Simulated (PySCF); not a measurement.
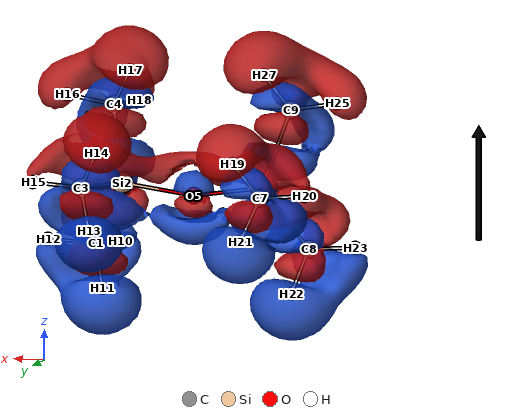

C$_{6}$H$_{18}$OSi$_{2}$, SMILES `C[Si](C)(C)O[Si](C)(C)C`. Change of the electron density in a uniform field of 0.51 V/Å along +z (arrow), surfaces at ±0.003 e/Å³ (blue: gain, red: loss).

Method: PBE0/6-31G*; geometry: GFN2-xTB; program: PySCF. No frequency check shows the geometry to be a minimum. A basis without diffuse functions makes polarisabilities too small.

Geometry (Å), atoms numbered from 1:

```
C1       2.4454   -0.8282   -1.5321
Si2      1.6077   -0.0160   -0.0280
C3       2.0544    1.8319    0.0967
C4       2.0531   -0.9227    1.5872
O5       0.0001   -0.1512   -0.2766
Si6     -1.6075   -0.0149   -0.0287
C7      -2.0629    1.8347    0.0101
C8      -2.4452   -0.9041   -1.4885
C9      -2.0451   -0.8467    1.6286
H10      2.1686   -1.8742   -1.6197
H11      2.1570   -0.3363   -2.4559
H12      3.5270   -0.7786   -1.4561
H13      1.7305    2.3723   -0.7877
H14      1.5759    2.2958    0.9541
H15      3.1250    1.9795    0.1984
H16      3.1210   -0.8984    1.7796
H17      1.5549   -0.4727    2.4407
H18      1.7499   -1.9645    1.5466
H19     -1.5758    2.3424    0.8372
H20     -3.1328    1.9819    0.1183
H21     -1.7532    2.3324   -0.9039
H22     -2.1663   -0.4538   -2.4361
H23     -3.5267   -0.8612   -1.4088
H24     -2.1590   -1.9505   -1.5282
H25     -3.1144   -0.8317    1.8146
H26     -1.7235   -1.8837    1.6415
H27     -1.5598   -0.3458    2.4610
```

> What dipole is induced, and what polarisability does it imply?

The induced dipole is 2.59 D (along the field); α along this axis, from the fields in both directions, is 102 bohr³ (15.1 Å³).

> Which atoms gain and lose the most charge?

Electrons gather most on H22 (Hirshfeld charge changes by −0.020 e) and leave H17 most (+0.018 e); 0.241 electrons are displaced in all.
